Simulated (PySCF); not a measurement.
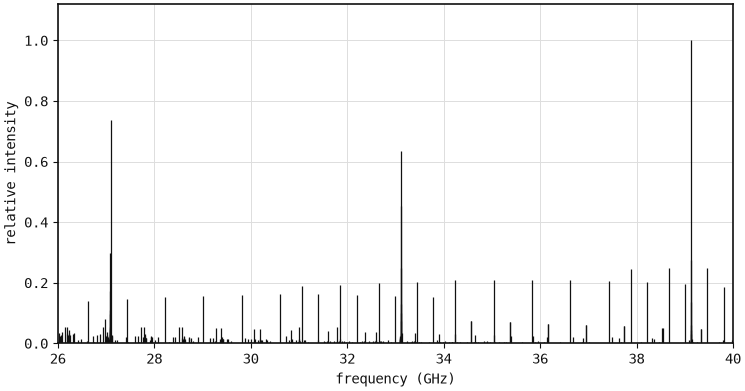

Simulated rotational absorption lines between 26 and 40 GHz at 5 K: rigid rotor with the equilibrium constants and dipole of one optimised conformer (PBE0-D3(BJ)/def2-SVP, PySCF), commonest isotopes; no centrifugal distortion, hyperfine structure, internal rotation or nuclear-spin weights; lines within 1 MHz of each other are summed.

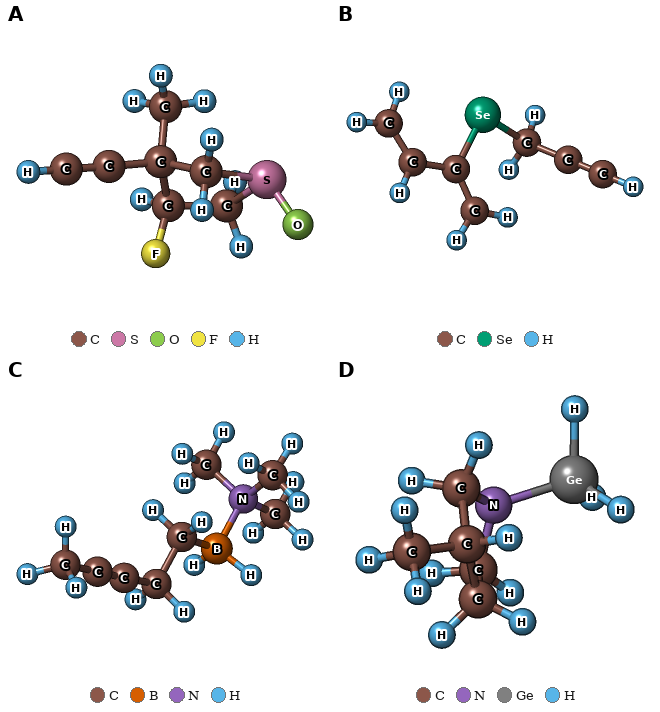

> Which molecule gives this spectrum? Choose among the lettered structures.

Structure C, C₈H₁₈BN, SMILES CC#CCC[BH2-][N+](C)(C)C. Rotational constants A, B, C = 3.408, 0.4023, 0.3922 GHz, |μa|, |μb|, |μc| = 4.61, 3.08, 0.11 D.

Caveats: coarse grid, loose stop and no frequency check, small forces are noise and the end may be a saddle.
